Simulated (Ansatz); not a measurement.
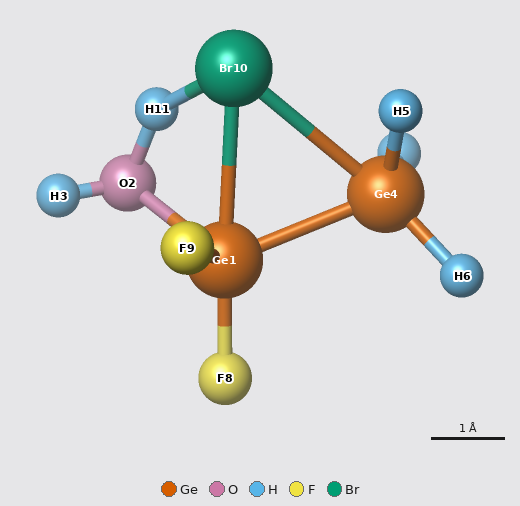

Figure 1. The starting structure (ball-and-stick view, seen on its broad side; atoms are numbered from 1 in the order of the input). Sticks mark near contacts.

# Ge2H5BrOF2: geometry relaxation

The run: geometry relaxation of Ge2H5BrOF2. Method and program: RKS PBE/def2-SVP (Ansatz 0.2.0).

The input holds or restrains some coordinates. It belongs to a series of runs on one base structure; here: pulled along the bonds that form and break, towards end A. Figures and captions count atoms from 1; the log counts them from 0 in places.

The input:
```yaml
crystal:
  periodic: [false, false, false]
  atoms:
    - { symbol: Ge, position_ang: [0.0, 0.0, 0.0] }
    - { symbol: O, position_ang: [0.0, 0.0, 2.12] }
    - { symbol: H, position_ang: [-0.9095, -0.2814, 2.4571] }
    - { symbol: Ge, position_ang: [2.2632, 0.0, -0.7992] }
    - { symbol: H, position_ang: [2.7487, -1.4611, -0.9782] }
    - { symbol: H, position_ang: [2.3309, 0.7367, -2.1612] }
    - { symbol: H, position_ang: [3.1736, 0.7244, 0.225] }
    - { symbol: F, position_ang: [-0.7913, 1.3709, -0.5594] }
    - { symbol: F, position_ang: [-0.7913, -1.3709, -0.5594] }
    - { symbol: Br, position_ang: [1.4092, -2.1399, 0.8514] }
    - { symbol: H, position_ang: [0.687, -1.0433, 2.0012] }
basis:
  gaussian: { orbitals: def2-SVP }
hamiltonian:
  xc: pbe
relax:
  f_tol: 0.15
  max_steps: 25
  restrain:
    - { distance: [0, 9], at: 3.6, k: 30.0 }
    - { distance: [10, 1], at: 2.21, k: 30.0 }
    - { distance: [0, 1], at: 1.77, k: 30.0 }
    - { distance: [10, 9], at: 1.55, k: 30.0 }
output:
  orbitals: {}
```

Machine: 4 threads of Arm Neoverse V1, 24 GiB of memory available, shared host.

Run as:
```bash
ansatz run input.yaml --threads 4 --pin off --max-ram 5120MiB --backend cpu --events-out ev --progress --plain --runs-dir out
```

Log:
```
The last accepted step is kept in [file] (removed where the run ends without a failure and the disk answers)
Engine: ansatz 0.2.0, aarch64-unknown-linux-gnu
Functional definition: PBE
  parameter kappa = 0.804
  parameter beta = 0.06672455060314922
  exchange = pbe_x(kappa = kappa, mu = beta*pi^2/3)
  correlation = pbe_c(beta = beta)
1776 factors; their error is unknown
mean field evaluation 1: about -190574.9482 eV, gradient 7.0e1 eV
mean field evaluation 2: about -190540.3093 eV, gradient 1.5e2 eV
mean field evaluation 4: about -190582.3277 eV, gradient 1.2e1 eV
mean field evaluation 8: about -190582.6038 eV, gradient 8.4e-2 eV
mean field evaluation 16: about -190582.4613 eV, gradient 7.4e-5 eV
mean field -190582.46132200 eV, -7003.7762721515 hartree, gradient 7.4e-5 eV, S^2 0.000000; 0 other end points of the search recorded, 0 dependent functions left out
the calculation of the forces begins
reference -190582.46136196 eV, -7003.7762736200 hartree; 65, 65 occupied and 98, 98 virtual orbitals, 1776 factors
relax step   1: F+E_penalty+E_count = -190582.46132200 eV  Δ(F+E_penalty+E_count) = +0.000e0 eV  max|allowed force component| = 3.358e0 eV/Å  E_restraint = 28.24597382 eV  max|allowed force component, restraints' pulls added| = 2.690e1 eV/Å  Δτ_max = 0.0000 Å  (29 SCF iters, accepted)
  distance Ge 0 - Br 9 = 2.7000 Å
  distance H 10 - O 1 = 1.2548 Å
  distance Ge 0 - O 1 = 2.1200 Å
  distance H 10 - Br 9 = 1.7453 Å
these checks for a lower state are left out or cut short: starts, cluster_reference, orbital_swaps, neighbouring_geometries, increment
1776 factors; their error is unknown
mean field -190582.84781449 eV, -7003.7904754884 hartree, gradient 1.9e-5 eV, S^2 0.000000; 0 other end points of the search recorded, 0 dependent functions left out
[... from here on the field's lines of each further geometry are left out, up to the last ...]
relax step   2: F+E_penalty+E_count = -190582.84781449 eV  Δ(F+E_penalty+E_count) = -3.865e-1 eV  max|allowed force component| = 3.563e0 eV/Å  E_restraint = 13.97442643 eV  max|allowed force component, restraints' pulls added| = 1.983e1 eV/Å  Δτ_max = 0.1949 Å  (36 SCF iters, accepted)
relax step   3: F+E_penalty+E_count = -190583.14089222 eV  Δ(F+E_penalty+E_count) = -2.931e-1 eV  max|allowed force component| = 4.390e0 eV/Å  E_restraint = 4.13904755 eV  max|allowed force component, restraints' pulls added| = 9.680e0 eV/Å  Δτ_max = 0.1948 Å  (33 SCF iters, accepted)
relax step   4: F+E_penalty+E_count = -190583.58504414 eV  Δ(F+E_penalty+E_count) = -4.442e-1 eV  max|allowed force component| = 3.586e0 eV/Å  E_restraint = 0.39840982 eV  max|allowed force component, restraints' pulls added| = 3.777e0 eV/Å  Δτ_max = 0.1948 Å  (34 SCF iters, accepted)
relax step   5: F+E_penalty+E_count = -190584.05320314 eV  Δ(F+E_penalty+E_count) = -4.682e-1 eV  max|allowed force component| = 1.704e0 eV/Å  E_restraint = 0.03033440 eV  max|allowed force component, restraints' pulls added| = 1.245e0 eV/Å  Δτ_max = 0.1942 Å  (30 SCF iters, accepted)
relax step   6: F+E_penalty+E_count = -190584.24810946 eV  Δ(F+E_penalty+E_count) = -1.949e-1 eV  max|allowed force component| = 8.331e-1 eV/Å  E_restraint = 0.02803387 eV  max|allowed force component, restraints' pulls added| = 7.181e-1 eV/Å  Δτ_max = 0.2000 Å  (32 SCF iters, accepted)
relax step   7: F+E_penalty+E_count = -190584.31801289 eV  Δ(F+E_penalty+E_count) = -6.990e-2 eV  max|allowed force component| = 8.719e-1 eV/Å  E_restraint = 0.03579109 eV  max|allowed force component, restraints' pulls added| = 6.012e-1 eV/Å  Δτ_max = 0.2000 Å  (33 SCF iters, accepted)
relax step   8: F+E_penalty+E_count = -190584.34282364 eV  Δ(F+E_penalty+E_count) = -2.481e-2 eV  max|allowed force component| = 8.861e-1 eV/Å  E_restraint = 0.02766204 eV  max|allowed force component, restraints' pulls added| = 2.938e-1 eV/Å  Δτ_max = 0.1744 Å  (30 SCF iters, accepted)
the calculation of the forces begins
reference -190584.35494782 eV, -7003.8458616167 hartree; 65, 65 occupied and 98, 98 virtual orbitals, 1776 factors
relax step   9: F+E_penalty+E_count = -190584.35490680 eV  Δ(F+E_penalty+E_count) = -1.208e-2 eV  max|allowed force component| = 7.541e-1 eV/Å  E_restraint = 0.02967422 eV  max|allowed force component, restraints' pulls added| = 1.066e-1 eV/Å  Δτ_max = 0.1263 Å  (30 SCF iters, accepted)
```

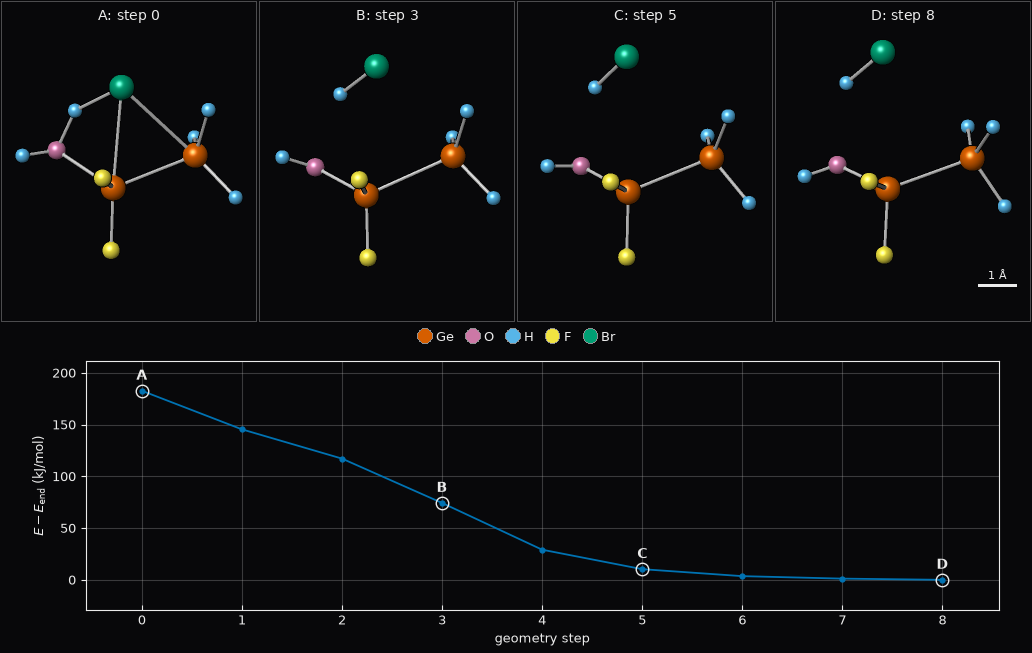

Figure 2. Frames of the restrained relaxation (ball-and-stick view, seen on its broad side) above the curves, on which the letters mark them (the first geometry is step 0 here and step 1 in the log).

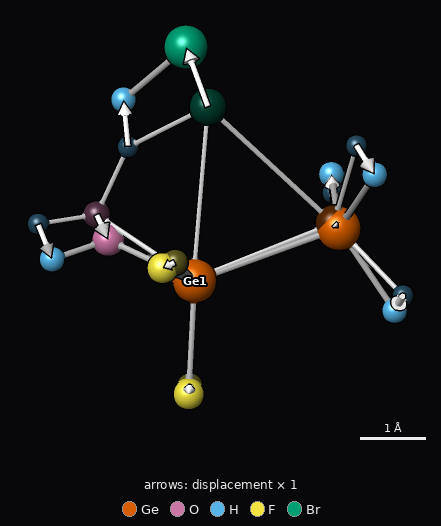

Figure 3. Start (faint) and end (solid) with the displacements as white arrows, at true length (ball-and-stick view, seen on its broad side). The two geometries are laid on each other by the best rigid fit. Over 8 geometry steps the energy falls by 182.7 kJ/mol. Largest force component: 3.4 eV/Å at the start, 0.75 eV/Å at the end. The largest move after the best rigid fit is that of Br10, 1.01 Å. By element the largest moves are Br 1.01 Å, H 0.73 Å, O 0.44 Å, F 0.22 Å, Ge 0.11 Å. Among the contacts that change: O2–H11 1.255 → 2.201 Å, Ge1–Br10 2.700 → 3.606 Å, Ge4–Br10 2.834 → 3.730 Å, Ge1–O2 2.120 → 1.781 Å. Bonds break: Ge1–Br10 (2.70 → 3.61 Å). Among the angles that change: F8–Ge1–F9 109.5° → 101.6°, Ge4–Ge1–F9 109.5° → 116.5°, O2–Ge1–Ge4 109.4° → 115.5°. (Atoms are counted from 1 in the order of the input.)

```
  distance Ge 0 - Br 9 = 3.6058 Å
  distance H 10 - O 1 = 2.2009 Å
  distance Ge 0 - O 1 = 1.7809 Å
  distance H 10 - Br 9 = 1.5082 Å
1776 factors; their error is unknown
mean field -190584.35490680 eV, -7003.8458601093 hartree, gradient 1.4e-5 eV, S^2 0.000000; 1 other end points of the search recorded, 0 dependent functions left out
the calculation of the forces begins
reference -190584.35494782 eV, -7003.8458616167 hartree; 65, 65 occupied and 98, 98 virtual orbitals, 1776 factors
Total energy: -190584.35494782 eV, -7003.8458616167 hartree
Atom 0 at     0.006955     0.040054    -0.006722 Å, force    -0.107361     0.091372    -0.483504 eV/Å
Atom 1 at    -0.128120     0.180953     1.763426 Å, force     0.147820    -0.187514     0.507582 eV/Å
Atom 2 at    -1.056333     0.074145     2.049624 Å, force    -0.053685     0.039285    -0.004119 eV/Å
Atom 3 at     2.273923     0.070913    -0.890425 Å, force     0.026581     0.050791     0.020687 eV/Å
Atom 4 at     2.570458    -1.290851    -1.548793 Å, force    -0.001755    -0.004114     0.005876 eV/Å
Atom 5 at     2.304023     1.214226    -1.934307 Å, force     0.003637    -0.005907    -0.003346 eV/Å
Atom 6 at     3.236676     0.378991     0.278004 Å, force    -0.009019    -0.018872    -0.021636 eV/Å
Atom 7 at    -0.914565     1.402693    -0.629208 Å, force     0.004467    -0.008623    -0.017661 eV/Å
Atom 8 at    -1.000082    -1.315316    -0.484951 Å, force     0.011085     0.004366     0.009610 eV/Å
Atom 9 at     1.781529    -2.645927     1.617621 Å, force    -0.518255     0.743622     0.740564 eV/Å
Atom 10 at     1.046035    -1.574481     2.383031 Å, force     0.496485    -0.704408    -0.754052 eV/Å
Dipole moment:     0.315973     0.058567     0.164732 e Å
```

Trajectory as extended XYZ (Å, eV, eV/Å), 9 frames, from step=1 to step=9:
```
11
Properties=species:S:1:pos:R:3:forces:R:3 step=1 energy=-190582.46132
Ge    0.0000    0.0000    0.0000    3.3577  -0.1228   1.7139
O     0.0000    0.0000    2.1200   -0.9239  -0.7615  -1.0084
H    -0.9095   -0.2814    2.4571    1.0612   0.2637  -0.3630
Ge    2.2632    0.0000   -0.7992    1.0989   0.3977  -0.7092
H     2.7487   -1.4611   -0.9782    0.2131   0.5835  -0.6799
H     2.3309    0.7367   -2.1612   -0.0492   0.3809  -0.1862
H     3.1736    0.7244    0.2250   -0.0738   0.0308   0.0126
F    -0.7913    1.3709   -0.5594   -1.9106   1.9498  -0.3505
F    -0.7913   -1.3709   -0.5594   -2.5189  -1.1701  -0.9984
Br    1.4092   -2.1399    0.8514    0.3587  -2.1603   2.6494
H     0.6870   -1.0433    2.0012   -0.6131   0.6081  -0.0805
11
Properties=species:S:1:pos:R:3:forces:R:3 step=2 energy=-190582.84781
Ge   -0.0561    0.0917    0.0245    3.5626  -2.8164   2.3038
O    -0.0736    0.1010    2.0544   -0.5156  -0.8635  -1.2219
H    -0.9099   -0.2775    2.4557    0.5958   0.3971  -0.5550
Ge    2.2678    0.0037   -0.8031    0.4139   0.1664  -0.2519
H     2.7509   -1.4557   -0.9849    0.0705   0.4936  -0.5161
H     2.3305    0.7406   -2.1634   -0.0925   0.3288  -0.1383
H     3.1731    0.7249    0.2252   -0.0304   0.0383   0.0146
F    -0.8240    1.4119   -0.5722   -2.4794   3.1240  -1.0774
F    -0.8014   -1.3557   -0.5584   -1.2857  -0.0337  -0.2302
Br    1.4936   -2.2832    0.9531   -0.4136  -0.5425   2.4993
H     0.7697   -1.1664    1.9664    0.1743  -0.2921  -0.8270
11
Properties=species:S:1:pos:R:3:forces:R:3 step=3 energy=-190583.14089
Ge   -0.1044    0.1749    0.0634    3.5084  -4.3901   2.0959
O    -0.1656    0.2249    1.9727   -0.7171  -0.8838  -0.5801
H    -0.9077   -0.2712    2.4440    0.6993   0.6960  -0.9465
Ge    2.2666    0.0046   -0.8022   -0.1224   0.3272  -0.0473
H     2.7498   -1.4500   -0.9903   -0.0201   0.3631  -0.3797
H     2.3283    0.7443   -2.1637   -0.0890   0.2318  -0.0563
H     3.1730    0.7252    0.2253    0.0286   0.0270   0.0093
F    -0.8585    1.4587   -0.5911   -2.6339   3.5556  -1.5650
F    -0.8048   -1.3430   -0.5515   -0.5589   0.8295   0.2747
Br    1.5648   -2.4060    1.0396   -0.6660   0.0660   2.1353
H     0.8790   -1.3269    1.9511    0.5709  -0.8224  -0.9403
11
Properties=species:S:1:pos:R:3:forces:R:3 step=4 energy=-190583.58504
Ge   -0.1215    0.2327    0.0868    2.4527  -3.5856   0.3014
O    -0.2399    0.3010    1.8908   -0.3807  -0.5533   0.4547
H    -0.8964   -0.2507    2.4001    0.3530   0.5371  -0.8508
Ge    2.2543    0.0189   -0.7999   -0.2342   0.3312   0.0486
H     2.7431   -1.4343   -1.0022   -0.1557   0.2759  -0.1945
H     2.3235    0.7534   -2.1640   -0.0972   0.1860  -0.0059
H     3.1756    0.7262    0.2251    0.0310   0.0334  -0.0017
F    -0.9092    1.5182   -0.6175   -1.6991   2.1671  -0.9872
F    -0.8191   -1.3118   -0.5338   -0.2006   1.1014   0.4661
Br    1.6357   -2.5539    1.1447   -0.6096   0.3168   1.4868
H     0.9745   -1.4643    1.9672    0.5403  -0.8100  -0.7175
11
Properties=species:S:1:pos:R:3:forces:R:3 step=5 energy=-190584.05320
Ge   -0.0504    0.2122    0.0525    0.3355  -1.7041  -0.3408
O    -0.2234    0.2911    1.8294    0.1930  -0.2503   0.6217
H    -0.9107   -0.2220    2.3120    0.0460   0.2195  -0.5999
Ge    2.2586    0.0640   -0.8094    0.0946   0.1115  -0.0545
H     2.7126   -1.3950   -1.0290   -0.1591   0.1272  -0.0460
H     2.3086    0.7959   -2.1720   -0.0717   0.1789   0.0221
H     3.1879    0.7423    0.2251   -0.0071   0.0567  -0.0151
F    -0.9394    1.5295   -0.6084   -0.5028   0.6507  -0.2645
F    -0.8908   -1.2678   -0.5009    0.1221   0.7861   0.2743
Br    1.6542   -2.6874    1.2846   -0.5422   0.6597   1.0373
H     1.0132   -1.5273    2.0134    0.4916  -0.8359  -0.6345
11
Properties=species:S:1:pos:R:3:forces:R:3 step=6 energy=-190584.24811
Ge   -0.0472    0.1103    0.0049    0.6241  -0.4704  -0.6548
O    -0.0648    0.3013    1.7755   -0.6407  -0.6559   0.8150
H    -0.8906   -0.0890    2.1641    0.4437   0.3836  -0.2167
Ge    2.2535    0.0828   -0.8168    0.0141  -0.0004  -0.1606
H     2.7063   -1.3536   -1.1592   -0.0646   0.0932  -0.0185
H     2.2683    0.9634   -2.0913    0.0354   0.0619   0.0349
H     3.1382    0.6900    0.2980   -0.0200   0.0118  -0.0274
F    -0.9151    1.4737   -0.6383   -0.3526   0.2400  -0.1419
F    -0.9906   -1.3088   -0.4532   -0.0417   0.3644   0.1880
Br    1.6289   -2.7562    1.3913   -0.4403   0.7607   0.8331
H     1.0335   -1.5786    2.1224    0.4427  -0.7889  -0.6512
11
Properties=species:S:1:pos:R:3:forces:R:3 step=7 energy=-190584.31801
Ge    0.0378    0.0550    0.0365   -0.4535   0.1394  -0.5178
O    -0.1242    0.2280    1.8063   -0.2537  -0.4404   0.6726
H    -1.0466    0.0257    2.1138    0.6012   0.1608  -0.3236
Ge    2.2906    0.1193   -0.8968    0.0920  -0.0598   0.1109
H     2.6623   -1.3142   -1.3206    0.0028   0.0020  -0.0422
H     2.3318    1.0977   -2.0978   -0.1035  -0.0184   0.0784
H     3.2084    0.6144    0.2443    0.0199   0.0079  -0.0183
F    -0.9222    1.3786   -0.5957    0.0278   0.2330  -0.0915
F    -1.0042   -1.2740   -0.4413    0.1313  -0.1268   0.0559
Br    1.6456   -2.8020    1.5426   -0.3939   0.8719   0.6096
H     1.0412   -1.5929    2.2061    0.3296  -0.7696  -0.5339
11
Properties=species:S:1:pos:R:3:forces:R:3 step=8 energy=-190584.34282
Ge   -0.0011    0.0409    0.0137   -0.0088   0.1771  -0.4227
O    -0.1575    0.1325    1.7899   -0.1590  -0.1124   0.3650
H    -1.1144    0.1088    2.0208    0.2938  -0.0005   0.0277
Ge    2.2726    0.0701   -0.8690   -0.0067   0.0317   0.0022
H     2.5950   -1.3208   -1.4431    0.0183  -0.0293  -0.0056
H     2.3007    1.1426   -1.9835   -0.0360   0.0263  -0.0085
H     3.2311    0.4749    0.2723   -0.0104  -0.0373   0.0177
F    -0.8965    1.4299   -0.5922    0.0101  -0.0242   0.0190
F    -1.0255   -1.2857   -0.4967   -0.0197  -0.0508  -0.0429
Br    1.7579   -2.7045    1.5559   -0.4125   0.8861   0.7778
H     1.1583   -1.5534    2.3292    0.3307  -0.8666  -0.7296
11
Properties=species:S:1:pos:R:3:forces:R:3 step=9 energy=-190584.35491
Ge    0.0070    0.0401   -0.0067   -0.1074   0.0914  -0.4835
O    -0.1281    0.1810    1.7634    0.1478  -0.1875   0.5076
H    -1.0563    0.0741    2.0496   -0.0537   0.0393  -0.0041
Ge    2.2739    0.0709   -0.8904    0.0266   0.0508   0.0207
H     2.5705   -1.2909   -1.5488   -0.0018  -0.0041   0.0059
H     2.3040    1.2142   -1.9343    0.0036  -0.0059  -0.0033
H     3.2367    0.3790    0.2780   -0.0090  -0.0189  -0.0216
F    -0.9146    1.4027   -0.6292    0.0045  -0.0086  -0.0177
F    -1.0001   -1.3153   -0.4850    0.0111   0.0044   0.0096
Br    1.7815   -2.6459    1.6176   -0.5183   0.7436   0.7406
H     1.0460   -1.5745    2.3830    0.4965  -0.7044  -0.7541
```

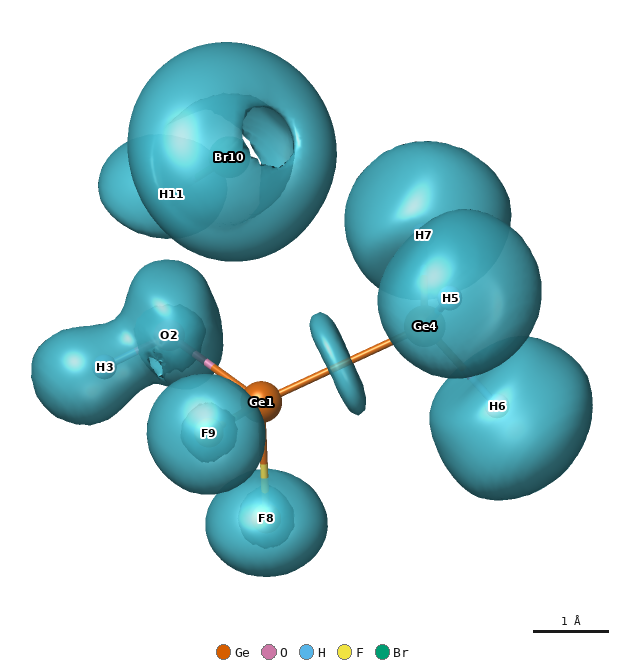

Figure 4. Isosurface of the ELF at 0.75 (cyan), seen at a tilt. Core shells and regions of very low density are left out. Along the contacts the grid gives the following. Ge–F (1.75 Å): the ELF peaks at about 0.80 in the valence shell of F, 0.5 Å from its nucleus, and is about 0.25 at the midpoint.

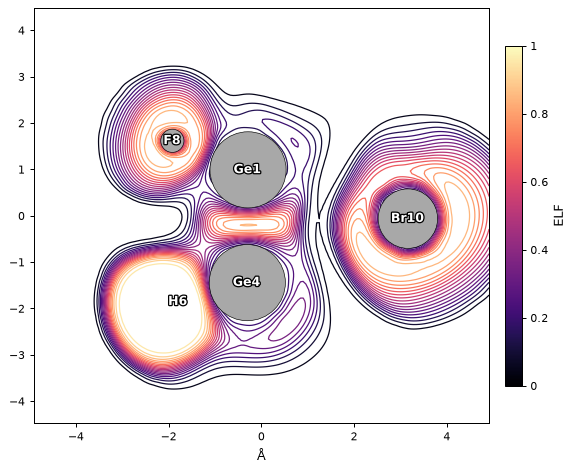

Figure 5. ELF on the plane of atoms Ge1, Ge4 and H6. Grey discs, where drawn, cover atomic cores. Ge–F (1.76 Å): the ELF peaks at about 0.80 in the valence shell of F, 0.5 Å from its nucleus, and is about 0.25 at the midpoint. Ge–Ge (2.43 Å): the ELF peaks at about 0.85 between the atoms, which marks a covalent bond. Ge–H (1.55 Å): the ELF climbs to about 1 towards the hydrogen, as it does in any bond to H.

Summary:

| quantity | value |
| --- | --- |
| outcome | converged under the restraints of the input |
| total energy | −190584.3549 eV |
| mean-field energy | −190584.3549 eV |
| largest force (length of the vector) at the end, held atoms and coordinates included | 1.170 eV/Å |
| wall time | 28 s (CPU time 1.7 min) |
| peak memory | 0.28 GiB |
